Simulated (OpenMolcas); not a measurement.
# Exact exchange and the HOMO–LUMO gap of GeSiH3ClO

The species is GeSiH3ClO (7 atoms), meant as a singlet with charge 0. SMILES: `Cl[SiH]1[O][GeH2]1`. The coordinates come from a PBE0-D4/def2-TZVP relaxation.

The HOMO–LUMO gap y, in eV, basis 6-31G(d); a is the functional's share of exact exchange. Programs: OpenMolcas 26.06.

| functional | program | a | y (eV) |
| --- | --- | --- | --- |
| PBE | OpenMolcas | 0 | 3.97 |
| BLYP | OpenMolcas | 0 | 3.91 |
| B3LYP | OpenMolcas | 0.2 | 5.43 |
| PBE0 | OpenMolcas | 0.25 | ? |
| BHLYP | OpenMolcas | 0.5 | 7.72 |

Question: Fit y = c + s·a to the known rows and predict PBE0.

Answer: 
1. Means of the 4 rows: a = 0.1750, y = 5.258.
2. Σ(Δa)² = 0.1675, Σ(Δa·Δy) = 1.2657, so the slope is 1.2657/0.1675 = 7.5564.
3. Intercept: 5.258 − (7.5564) × 0.1750 = 3.936. The largest residual of the fit is 0.035.
4. PBE0: 3.936 + (7.5564) × 0.25 = 5.83 eV.

The run gave 5.87 eV, so the prediction is off by -0.04 eV, more than the largest residual. Exact exchange lowers occupied levels and raises empty ones. The rows mix families of semi-local functionals, which the line can't see.

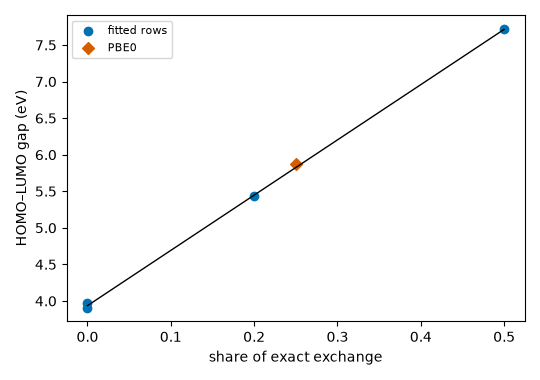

The fitted line, with the withheld row.
